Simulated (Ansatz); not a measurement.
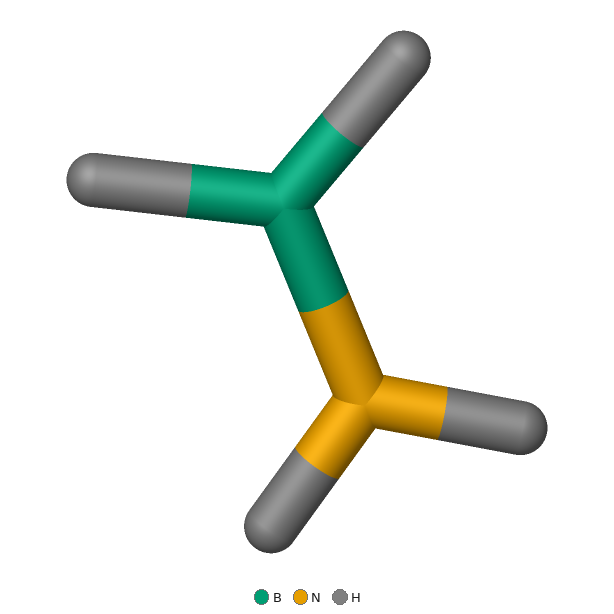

The picture shows a molecular structure as a stick model. Every bond is drawn as one stick, whatever its order.

The geometry was computed by an optimisation with PBE0-D4/def2-TZVP.

Count the atoms of each element.

Answer. BH4N, 6 atoms: 1 boron, 4 hydrogen and 1 nitrogen.

Give the symmetry (Schoenflies symbol).

Answer. C2v.

How many atoms are distinct by symmetry?

Answer. 4: 1 B, 1 N, 2 H, 2 H.

How many bonds of each kind are drawn?

Answer. 2 N–H, 2 B–H, 1 B–N. Sticks follow a distance rule.

More results for the same structure follow; atom numbers are the same in all pictures, views and colours differ.

### Shape

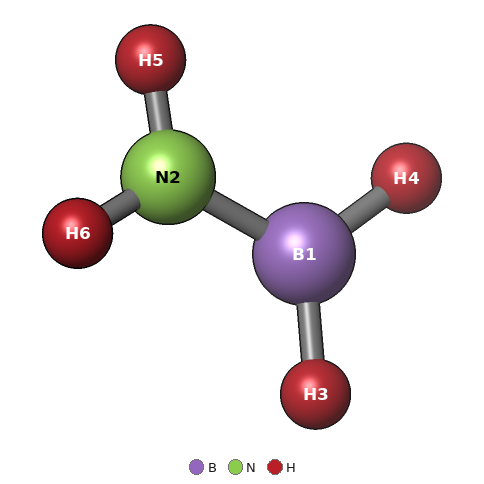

Which atoms are bonded, and how long are the bonds?

```csv
bond,length (Å)
B1–N2,1.385
B1–H3,1.197
B1–H4,1.197
N2–H5,1.006
N2–H6,1.006
```

### Dipole moment

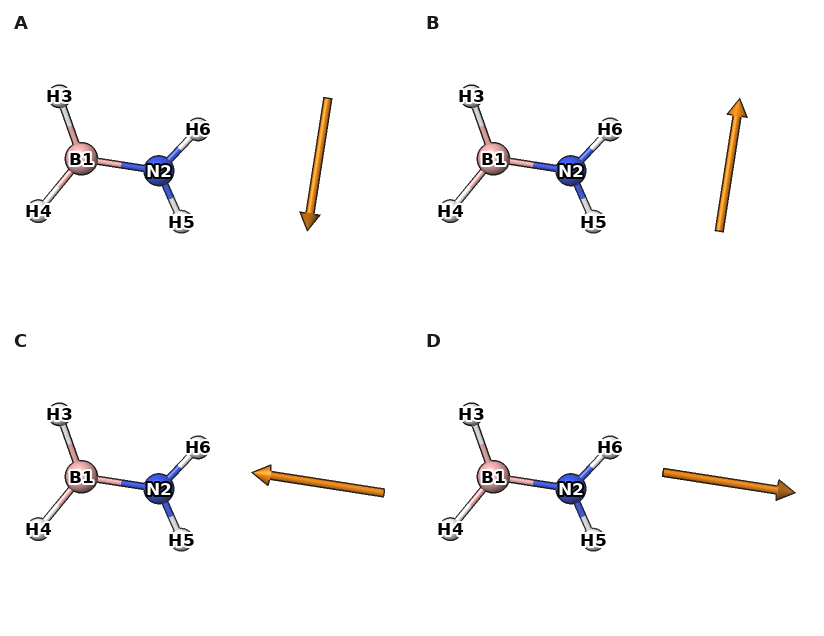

The same molecule four times, each with an arrow. Properties computed with RKS PBE0-D4/def2-TZVP (Ansatz 0.2.0).

Which arrow points along the dipole moment, from the negative to the positive end?

Answer. D. The dipole moment is 1.98 D; it points from the side of H3, H4 to the side of H5, H6 (the outermost atoms at the two ends).

### Thermal motion

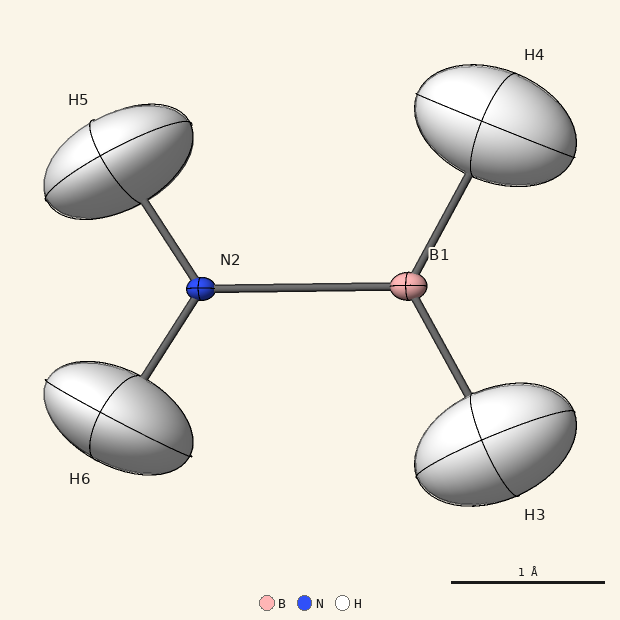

Displacement ellipsoids at the 50 % level, enlarged 3 times, from the internal vibrations of the free molecule (harmonic, no overall translation or rotation; no half-axis is drawn under 0.075 Å). Vibrations computed with RKS PBE0-D4/def2-TZVP (Ansatz 0.2.0). Temperature: 298 K.

Which atom moves most?

Answer. H5, H6, with U_eq = 0.0117 Å².

Does H6 move more along its bond or across it?

Answer. Across it: the root-mean-square amplitude is 0.067 Å along the bond and up to 0.132 Å across, since bending and torsion are softer than stretching.

List U_eq and the three principal root-mean-square amplitudes for each kind of atom.

```json
{"atom": "B1", "U_eq (Å²)": "0.00050", "rms amplitudes (Å)": "0.020, 0.021, 0.026"}
{"atom": "N2", "U_eq (Å²)": "0.00037", "rms amplitudes (Å)": "0.015, 0.021, 0.021"}
{"atom": "H3, H4", "U_eq (Å²)": "0.0103", "rms amplitudes (Å)": "0.079, 0.100, 0.121"}
{"atom": "H5, H6", "U_eq (Å²)": "0.0117", "rms amplitudes (Å)": "0.067, 0.115, 0.132"}
```

### Charges

The questions are on Mulliken charges. Properties computed with RKS PBE0-D4/def2-TZVP (Ansatz 0.2.0).

Give the Mulliken charges atom by atom.

| atom | value (e) |
| --- | --- |
| B1 | −0.03 |
| N2 | −0.44 |
| H3 | −0.01 |
| H4 | −0.01 |
| H5 | 0.24 |
| H6 | 0.24 |

Mulliken values depend strongly on the basis set and can even reverse the polarity of a bond.
